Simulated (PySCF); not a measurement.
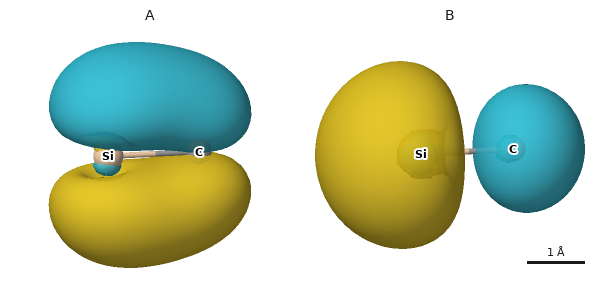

*SiC (charge −1, doublet). Two frontier β-spin orbitals, each drawn at the value that holds 80 % of its norm (yellow and cyan are the two phases), in no order; of a degenerate pair one member is drawn.*

⟨S²⟩ = 0.82, above the pure value of 0.75.

Method: PBE0/aug-cc-pVDZ(-PP), non-relativistic Hamiltonian with scalar-relativistic core potentials where named, at a bond length of 1.683 Å (PySCF).

Q: Name the orbitals and rank them from lowest to highest energy.

A: Orbital B: σ, occupied in this spin, −3.41 eV; mainly on Si (75 %).
Orbital A: π, occupied in this spin, −0.34 eV; bonding, with no node between the atoms.
